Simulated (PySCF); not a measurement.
# Cu2 (SMILES [Cu][Cu]) at CCSD(T)/def2-SVPD

What is the energy change on altering one bond length of Cu2 at CCSD(T)/def2-SVPD? The job is set up through a Python script.

The calculation is run with PySCF 2.14.0.

9 further runs of the same task are left out: 3 that didn't finish, 6 set aside as unsound or not needed.

### Step 1. Starting point

Cu2: 2 atoms, total charge 0, spin state singlet. SMILES: `[Cu][Cu]`. The bond length is the measured one.

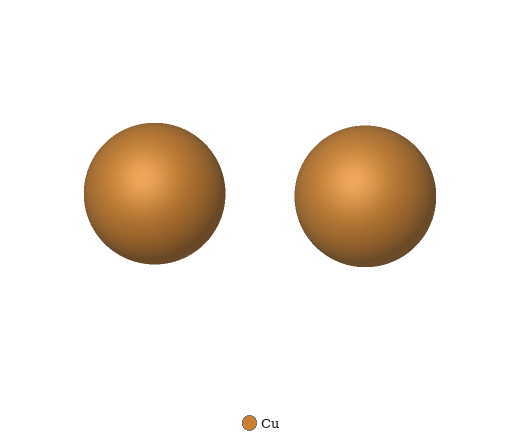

The structure, seen from a chosen angle (copper orange).

### Step 2. The energy at CCSD(T)/def2-SVPD

run.py

```python
from pyscf import gto, scf, cc

molecule = gto.M(
    atom='''
Cu     0.000000     0.000000     0.000000
Cu     0.000000     0.000000     2.219700
''',
    max_memory=1860,
    verbose=4,
    charge=0,
    spin=0,
    basis='def2-svpd',
)

myscf = scf.RHF(molecule)
myscf.conv_tol = 1e-10
myscf.kernel()
if not myscf.converged:
    myscf = myscf.newton().run(myscf.mo_coeff, myscf.mo_occ)

mycc = cc.CCSD(myscf, frozen=10)
mycc.kernel()
e_t = mycc.ccsd_t()
e_final = mycc.e_tot + e_t
print(f'total energy: {e_final:.8f} hartree')
```

Launch:

```console
$ OMP_NUM_THREADS=1 python run.py
```

The log of the run:

```text
PySCF version 2.14.0

[INPUT] num. atoms = 2
[INPUT] num. electrons = 58
[INPUT] charge = 0
[INPUT] spin (= nelec alpha-beta = 2S) = 0
[INPUT] symmetry False subgroup None
[INPUT] Mole.unit = angstrom
[INPUT] Symbol           X                Y                Z      unit          X                Y                Z       unit  Magmom
[INPUT]  1 Cu     0.000000000000   0.000000000000   0.000000000000 AA    0.000000000000   0.000000000000   0.000000000000 Bohr   0.0
[INPUT]  2 Cu     0.000000000000   0.000000000000   2.219700000000 AA    0.000000000000   0.000000000000   4.194625078697 Bohr   0.0

nuclear repulsion = 200.494676930991
number of shells = 24
number of NR pGTOs = 152
number of NR cGTOs = 68
basis = def2-svpd
ecp = {}

******** <class 'pyscf.scf.hf.RHF'> ********
method = RHF
initial guess = minao
damping factor = 0
level_shift factor = 0
DIIS = <class 'pyscf.scf.diis.CDIIS'>
diis_start_cycle = 1
diis_space = 8
diis_damp = 0
SCF conv_tol = 1e-10
SCF conv_tol_grad = None
SCF max_cycles = 50
direct_scf = True
direct_scf_tol = 1e-13
Set gradient conv threshold to 1e-05
Initial guess from minao.
init E= -3276.68650636859
  HOMO = -0.199594397867716  LUMO = -0.0183271718667708  gap/eV = 4.93253
cycle= 1 E= -3277.38743693204  delta_E= -0.701  |g|= 0.265  |ddm|= 1.19
  HOMO = -0.236322635224511  LUMO = 0.0112052271516987  gap/eV = 6.73558
cycle= 2 E= -3277.38942852529  delta_E= -0.00199  |g|= 0.24  |ddm|= 0.395
  HOMO = -0.229295386867235  LUMO = 0.0149603205712259  gap/eV = 6.64654
cycle= 3 E= -3277.39732329072  delta_E= -0.00789  |g|= 0.0127  |ddm|= 0.228
  HOMO = -0.229608928889584  LUMO = 0.0158591441338629  gap/eV = 6.67953
cycle= 4 E= -3277.39745409359  delta_E= -0.000131  |g|= 0.00588  |ddm|= 0.0314
  HOMO = -0.229215964498008  LUMO = 0.0164845984303996  gap/eV = 6.68585
cycle= 5 E= -3277.39748423611  delta_E= -3.01e-05  |g|= 0.00112  |ddm|= 0.0253
  HOMO = -0.229232442094375  LUMO = 0.0166077869833137  gap/eV = 6.68965
cycle= 6 E= -3277.39748606237  delta_E= -1.83e-06  |g|= 0.000258  |ddm|= 0.00655
  HOMO = -0.229243952218282  LUMO = 0.0166312008778435  gap/eV = 6.69060
cycle= 7 E= -3277.39748615283  delta_E= -9.05e-08  |g|= 6.1e-05  |ddm|= 0.00113
  HOMO = -0.229240763636993  LUMO = 0.0166312799184123  gap/eV = 6.69052
cycle= 8 E= -3277.3974861582  delta_E= -5.38e-09  |g|= 2.18e-05  |ddm|= 0.000284
  HOMO = -0.229241893755604  LUMO = 0.0166296343658834  gap/eV = 6.69051
cycle= 9 E= -3277.39748615899  delta_E= -7.91e-10  |g|= 5e-06  |ddm|= 0.000117
  HOMO = -0.229242340001005  LUMO = 0.0166292284036746  gap/eV = 6.69051
cycle= 10 E= -3277.39748615903  delta_E= -3.64e-11  |g|= 1.23e-06  |ddm|= 3.02e-05
  HOMO = -0.22924227860566  LUMO = 0.0166292583761383  gap/eV = 6.69051
Extra cycle  E= -3277.39748615904  delta_E= -7.28e-12  |g|= 6.71e-07  |ddm|= 4.89e-06
converged SCF energy = -3277.39748615904

******** <class 'pyscf.cc.ccsd.CCSD'> ********
CC2 = 0
CCSD nocc = 19, nmo = 58
frozen orbitals 10
max_cycle = 50
direct = 0
conv_tol = 1e-07
conv_tol_normt = 1e-05
diis_space = 6
diis_start_cycle = 0
diis_start_energy_diff = 1e+09
Init t2, MP2 energy = -3278.16776506816  E_corr(MP2) -0.770278909124999
Init E_corr(CCSD) = -0.770278909125299
cycle = 1  E_corr(CCSD) = -0.640829826602703  dE = 0.129449083  norm(t1,t2) = 0.140591
cycle = 2  E_corr(CCSD) = -0.710051243368429  dE = -0.0692214168  norm(t1,t2) = 0.0767923
cycle = 3  E_corr(CCSD) = -0.692565070572614  dE = 0.0174861728  norm(t1,t2) = 0.0678995
cycle = 4  E_corr(CCSD) = -0.689832325904938  dE = 0.00273274467  norm(t1,t2) = 0.013476
cycle = 5  E_corr(CCSD) = -0.691183617365193  dE = -0.00135129146  norm(t1,t2) = 0.0112557
cycle = 6  E_corr(CCSD) = -0.691724183121907  dE = -0.000540565757  norm(t1,t2) = 0.00503175
cycle = 7  E_corr(CCSD) = -0.691679745740564  dE = 4.44373813e-05  norm(t1,t2) = 0.00382708
cycle = 8  E_corr(CCSD) = -0.691388395955734  dE = 0.000291349785  norm(t1,t2) = 0.00213694
cycle = 9  E_corr(CCSD) = -0.691561027858754  dE = -0.000172631903  norm(t1,t2) = 0.00163688
cycle = 10  E_corr(CCSD) = -0.691481953474124  dE = 7.90743846e-05  norm(t1,t2) = 0.00102236
cycle = 11  E_corr(CCSD) = -0.69149138440807  dE = -9.43093395e-06  norm(t1,t2) = 0.000478024
cycle = 12  E_corr(CCSD) = -0.691535433229891  dE = -4.40488218e-05  norm(t1,t2) = 0.000279851
cycle = 13  E_corr(CCSD) = -0.691533563552305  dE = 1.86967759e-06  norm(t1,t2) = 0.000141171
cycle = 14  E_corr(CCSD) = -0.691533755530287  dE = -1.91977981e-07  norm(t1,t2) = 7.21042e-05
cycle = 15  E_corr(CCSD) = -0.691538083819491  dE = -4.3282892e-06  norm(t1,t2) = 3.4339e-05
cycle = 16  E_corr(CCSD) = -0.691535394441105  dE = 2.68937839e-06  norm(t1,t2) = 1.79759e-05
cycle = 17  E_corr(CCSD) = -0.691534659713909  dE = 7.34727196e-07  norm(t1,t2) = 1.00293e-05
cycle = 18  E_corr(CCSD) = -0.691535790163284  dE = -1.13044937e-06  norm(t1,t2) = 6.26305e-06
cycle = 19  E_corr(CCSD) = -0.691535055880721  dE = 7.34282562e-07  norm(t1,t2) = 3.65987e-06
cycle = 20  E_corr(CCSD) = -0.691535209009106  dE = -1.53128385e-07  norm(t1,t2) = 1.67166e-06
cycle = 21  E_corr(CCSD) = -0.691535329958551  dE = -1.20949444e-07  norm(t1,t2) = 1.05952e-06
cycle = 22  E_corr(CCSD) = -0.691535298997518  dE = 3.09610326e-08  norm(t1,t2) = 5.58714e-07
CCSD converged
E(CCSD) = -3278.089021458035  E_corr = -0.6915352989975182
CCSD(T) correction = -0.0354782477057246
total energy: -3278.12449971 hartree
```

Wall time 26 s (1 thread of Arm Neoverse V1, shared host); peak memory 0.25 GiB.

### Step 3. The distorted shape at the same level

input.xyz

```xyz
2

Cu     0.000000     0.000000    -1.775800
Cu     0.000000     0.000000     2.219700
```

input.py

```python
from pyscf import gto, cc

mol = gto.M(
    atom='input.xyz',
    basis='def2-svpd',
    spin=0,
    max_memory=1860,
    verbose=4,
)

calc0 = mol.RHF()
calc0.conv_tol = 1e-10
calc0.kernel()
if not calc0.converged:
    calc0 = calc0.newton().run(calc0.mo_coeff, calc0.mo_occ)

mycc = cc.CCSD(calc0, frozen=10)
mycc.kernel()
e_t = mycc.ccsd_t()
energy = mycc.e_tot + e_t
print('E(%s) = %.9f' % ('CCSD(T)', energy))
```

Launch:

```console
$ OMP_NUM_THREADS=1 python input.py
```

The log of the run:

```text
PySCF version 2.14.0

[INPUT] num. atoms = 2
[INPUT] num. electrons = 58
[INPUT] charge = 0
[INPUT] spin (= nelec alpha-beta = 2S) = 0
[INPUT] symmetry False subgroup None
[INPUT] Mole.unit = angstrom
[INPUT] Symbol           X                Y                Z      unit          X                Y                Z       unit  Magmom
[INPUT]  1 Cu     0.000000000000   0.000000000000  -1.775800000000 AA    0.000000000000   0.000000000000  -3.355775652003 Bohr   0.0
[INPUT]  2 Cu     0.000000000000   0.000000000000   2.219700000000 AA    0.000000000000   0.000000000000   4.194625078697 Bohr   0.0

nuclear repulsion = 111.384816514509
number of shells = 24
number of NR pGTOs = 152
number of NR cGTOs = 68
basis = def2-svpd
ecp = {}

******** <class 'pyscf.scf.hf.RHF'> ********
method = RHF
initial guess = minao
damping factor = 0
level_shift factor = 0
DIIS = <class 'pyscf.scf.diis.CDIIS'>
diis_start_cycle = 1
diis_space = 8
diis_damp = 0
SCF conv_tol = 1e-10
SCF conv_tol_grad = None
SCF max_cycles = 50
direct_scf = True
direct_scf_tol = 1e-13
Set gradient conv threshold to 1e-05
Initial guess from minao.
init E= -3276.48886571753
  HOMO = -0.134381976076395  LUMO = -0.0726355997555928  gap/eV = 1.68020
cycle= 1 E= -3277.34364877327  delta_E= -0.855  |g|= 0.194  |ddm|= 1.12
  HOMO = -0.184460636555646  LUMO = -0.0278509825494524  gap/eV = 4.26157
cycle= 2 E= -3277.34654612915  delta_E= -0.0029  |g|= 0.171  |ddm|= 0.205
  HOMO = -0.181771844602185  LUMO = -0.0245701799323239  gap/eV = 4.27768
cycle= 3 E= -3277.35081536879  delta_E= -0.00427  |g|= 0.0141  |ddm|= 0.0991
  HOMO = -0.182163374549271  LUMO = -0.0232343018687153  gap/eV = 4.32468
cycle= 4 E= -3277.35113503237  delta_E= -0.00032  |g|= 0.00469  |ddm|= 0.0619
  HOMO = -0.181977899942781  LUMO = -0.0225470111007899  gap/eV = 4.33834
cycle= 5 E= -3277.35116720876  delta_E= -3.22e-05  |g|= 0.000967  |ddm|= 0.02
  HOMO = -0.181921908765941  LUMO = -0.0224257995077197  gap/eV = 4.34011
cycle= 6 E= -3277.3511683713  delta_E= -1.16e-06  |g|= 0.000217  |ddm|= 0.00477
  HOMO = -0.18192765035697  LUMO = -0.0223897408310947  gap/eV = 4.34125
cycle= 7 E= -3277.3511684255  delta_E= -5.42e-08  |g|= 3.02e-05  |ddm|= 0.00125
  HOMO = -0.181921292759848  LUMO = -0.0223888885674013  gap/eV = 4.34110
cycle= 8 E= -3277.35116842691  delta_E= -1.4e-09  |g|= 1.26e-05  |ddm|= 0.000152
  HOMO = -0.181922792561982  LUMO = -0.0223893330721294  gap/eV = 4.34113
cycle= 9 E= -3277.35116842723  delta_E= -3.19e-10  |g|= 2.4e-06  |ddm|= 0.000101
  HOMO = -0.181922646334479  LUMO = -0.0223893368108463  gap/eV = 4.34112
cycle= 10 E= -3277.35116842723  delta_E= -3.64e-12  |g|= 7.87e-07  |ddm|= 1.3e-05
  HOMO = -0.181922602980025  LUMO = -0.0223893079160424  gap/eV = 4.34112
Extra cycle  E= -3277.35116842723  delta_E= -2.73e-12  |g|= 4.53e-07  |ddm|= 1.61e-06
converged SCF energy = -3277.35116842723

******** <class 'pyscf.cc.ccsd.CCSD'> ********
CC2 = 0
CCSD nocc = 19, nmo = 58
frozen orbitals 10
max_cycle = 50
direct = 0
conv_tol = 1e-07
conv_tol_normt = 1e-05
diis_space = 6
diis_start_cycle = 0
diis_start_energy_diff = 1e+09
Init t2, MP2 energy = -3278.0882744462  E_corr(MP2) -0.737106018971027
Init E_corr(CCSD) = -0.737106018971171
cycle = 1  E_corr(CCSD) = -0.626054307814366  dE = 0.111051711  norm(t1,t2) = 0.134407
cycle = 2  E_corr(CCSD) = -0.682203611997528  dE = -0.0561493042  norm(t1,t2) = 0.0790856
cycle = 3  E_corr(CCSD) = -0.666581098829599  dE = 0.0156225132  norm(t1,t2) = 0.0486085
cycle = 4  E_corr(CCSD) = -0.670608310512028  dE = -0.00402721168  norm(t1,t2) = 0.029584
cycle = 5  E_corr(CCSD) = -0.674057183743076  dE = -0.00344887323  norm(t1,t2) = 0.0114601
cycle = 6  E_corr(CCSD) = -0.674022194437287  dE = 3.49893058e-05  norm(t1,t2) = 0.00268587
cycle = 7  E_corr(CCSD) = -0.673867193251082  dE = 0.000155001186  norm(t1,t2) = 0.00175252
cycle = 8  E_corr(CCSD) = -0.673820409341522  dE = 4.67839096e-05  norm(t1,t2) = 0.000870512
cycle = 9  E_corr(CCSD) = -0.673841544525416  dE = -2.11351839e-05  norm(t1,t2) = 0.000593408
cycle = 10  E_corr(CCSD) = -0.673876346453603  dE = -3.48019282e-05  norm(t1,t2) = 0.000500091
cycle = 11  E_corr(CCSD) = -0.673814044580702  dE = 6.23018729e-05  norm(t1,t2) = 0.000362114
cycle = 12  E_corr(CCSD) = -0.673848610530157  dE = -3.45659495e-05  norm(t1,t2) = 0.000192061
cycle = 13  E_corr(CCSD) = -0.673849505313652  dE = -8.94783495e-07  norm(t1,t2) = 0.000116541
cycle = 14  E_corr(CCSD) = -0.673835220111206  dE = 1.42852024e-05  norm(t1,t2) = 6.83894e-05
cycle = 15  E_corr(CCSD) = -0.673838698867814  dE = -3.47875661e-06  norm(t1,t2) = 4.44009e-05
cycle = 16  E_corr(CCSD) = -0.673841027983331  dE = -2.32911552e-06  norm(t1,t2) = 2.54244e-05
cycle = 17  E_corr(CCSD) = -0.673840181639973  dE = 8.46343358e-07  norm(t1,t2) = 1.39673e-05
cycle = 18  E_corr(CCSD) = -0.673841347295362  dE = -1.16565539e-06  norm(t1,t2) = 7.84497e-06
cycle = 19  E_corr(CCSD) = -0.673841312803498  dE = 3.4491864e-08  norm(t1,t2) = 5.23501e-06
CCSD converged
E(CCSD) = -3278.025009740036  E_corr = -0.6738413128034978
CCSD(T) correction = -0.034782869496478
E(CCSD(T)) = -3278.059792610
```

It took 24 s on 1 thread of Arm Neoverse V1, shared host; peak memory 0.27 GiB.

### Step 4. What came out

Level: CCSD(T)/def2-SVPD, 10 core orbitals frozen.

```
                                                           quantity           value
                                          first shape: total energy  -3278.12450 Eh
                  first shape: dipole moment (Hartree–Fock density)          0.00 D
                   first shape: HOMO energy (Hartree–Fock orbitals)        -6.24 eV
                   first shape: LUMO energy (Hartree–Fock orbitals)         0.45 eV
                 first shape: HOMO–LUMO gap (Hartree–Fock orbitals)         6.69 eV
          first shape: correlation energy (10 core orbitals frozen)      -727.0 mEh
                                        first shape: (T) correction      -35.48 mEh
                                         first shape: T1 diagnostic           0.022
                                      distorted shape: total energy  -3278.05979 Eh
              distorted shape: dipole moment (Hartree–Fock density)          0.00 D
               distorted shape: HOMO energy (Hartree–Fock orbitals)        -4.95 eV
               distorted shape: LUMO energy (Hartree–Fock orbitals)        -0.61 eV
             distorted shape: HOMO–LUMO gap (Hartree–Fock orbitals)         4.34 eV
      distorted shape: correlation energy (10 core orbitals frozen)      -708.6 mEh
                                    distorted shape: (T) correction      -34.78 mEh
                                     distorted shape: T1 diagnostic           0.021
energy change with the Cu1–Cu2 bond stretched from 2.220 to 3.995 Å        1.761 eV
```

In words: One bond (distorted shape) is far stretched, which a spin-restricted single reference describes badly; perturbation theory on it can break down and give far too much correlation. With the Cu1–Cu2 bond stretched from 2.220 to 3.995 Å the energy rises by 1.76 eV (41 kcal/mol). The first shape isn't relaxed at this level, so the change isn't measured from a minimum. A restricted reference can't describe the breaking bond well at this length. The triples (first shape) make up 4.9 % of the correlation energy. The triples (distorted shape) make up 4.9 % of the correlation energy.
